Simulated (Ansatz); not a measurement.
The calculation's input:

```
crystal:
  lattice:
    - [7.398, 0.0, 0.0]
    - [-3.699, 6.406856, 0.0]
    - [0.0, 0.0, 12.0]
  atoms:
    - { symbol: C, position: [0.0, 0.0, 0.0833333] }
    - { symbol: C, position: [0.2222222, 0.1111111, 0.0833333] }
    - { symbol: C, position: [0.0, 0.3333333, 0.0833333] }
    - { symbol: C, position: [0.2222222, 0.4444444, 0.0833333] }
    - { symbol: C, position: [0.0, 0.6666667, 0.0833333] }
    - { symbol: C, position: [0.2222222, 0.7777778, 0.0833333] }
    - { symbol: C, position: [0.3333333, 0.0, 0.0833333] }
    - { symbol: C, position: [0.5555556, 0.1111111, 0.0833333] }
    - { symbol: C, position: [0.3333333, 0.3333333, 0.0833333] }
    - { symbol: C, position: [0.5555556, 0.4444444, 0.0833333] }
    - { symbol: C, position: [0.3333333, 0.6666667, 0.0833333] }
    - { symbol: C, position: [0.5555556, 0.7777778, 0.0833333] }
    - { symbol: C, position: [0.6666667, 0.0, 0.0833333] }
    - { symbol: C, position: [0.8888889, 0.1111111, 0.0833333] }
    - { symbol: C, position: [0.6666667, 0.3333333, 0.0833333] }
    - { symbol: C, position: [0.8888889, 0.4444444, 0.0833333] }
    - { symbol: C, position: [0.6666667, 0.6666667, 0.0833333] }
    - { symbol: C, position: [0.8888889, 0.7777778, 0.0833333] }
    - { symbol: "N", position: [0.4309139, 0.8874743, 0.14], spin: 1.0 }
    - { symbol: O, position: [0.4309139, 0.8874743, 0.2383333] }
magnetization:
  spin_polarized: true
basis:
  ecutwfc: 420.0
kpoints:
  mp_grid: { grid: [2, 2, 1] }
hamiltonian:
  xc: pbe
scf:
  occupations: { method: fermi_dirac, width: 0.05 }
  lower_state_search: "off"
relax:
  f_tol: 0.03
  max_steps: 60
  adjacent_minimum: "off"
output:
  write_density: true
  write_potential: true
  elf: true
  volumetric_format: npy
```

Command:

```sh
ansatz run input.yaml --threads 2 --pin off --max-ram 5120MiB --backend cpu --events-out ev --progress --plain --runs-dir out
```

The fields are those of the run's last geometry, not of the input's.

The SCF solution may not be the lowest one; the program warned that a starting moment wasn't kept; spin-polarised.

Level of theory: DFT PBE, scalar-relativistic, plane waves, PAW (Ansatz).

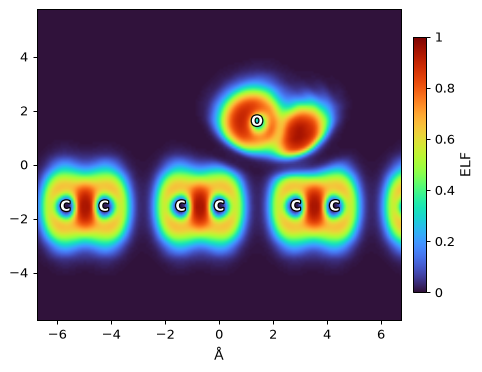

C$_{18}$NO (slab). ELF on the (110) plane of the calculation cell, a cut from vacuum to vacuum.

In a PAW calculation such maps are meaningful between the atoms, not at the nuclei.

What does the map show?

- Atoms in the plane: C and O.
- Atoms just off the plane (N, 0.5 Å away) can leave unmarked features too.
- C–C (1.43 Å): the ELF peaks at about 0.95 between the atoms; localised, covalent bonding.
- The ELF also peaks beside N and O, away from the bonds: lone-pair regions.
